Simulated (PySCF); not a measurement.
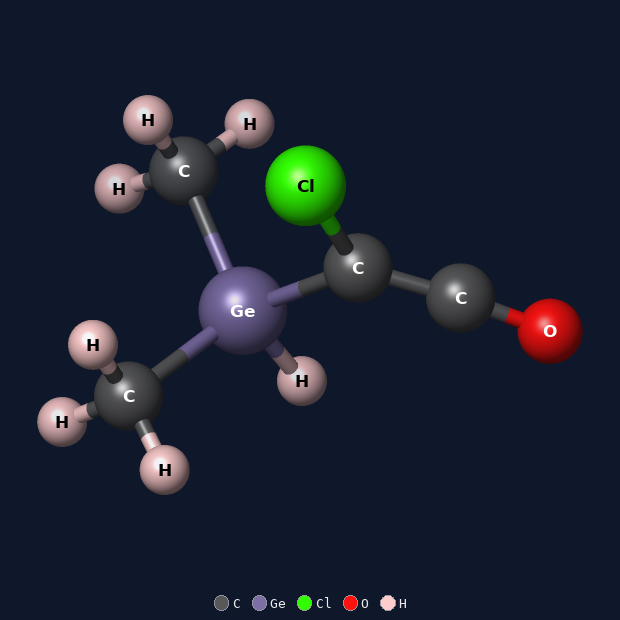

The geometry was computed by an optimisation with GFN2-xTB. No frequency run is at hand to confirm it as a minimum. Method: PBE0/def2-SVPD, gas phase (PySCF 2.14.0). Excitations: vertical, linear response.

Q: Estimate the HOMO energy (Kohn–Sham orbital).

A: −6.80 eV.

Q: What is the lowest vertical singlet excitation?

A: 2.96 eV.

Q: Estimate the brightest of the 8 lowest singlets.

A: 6.60 eV.

Q: What is the dipole moment?

A: 2.53 D.

The geometry is semi-empirical. Around Ge such bond lengths and angles can be off by a tenth of an ångström or more and by several degrees, and values that hang on the shape move with them.
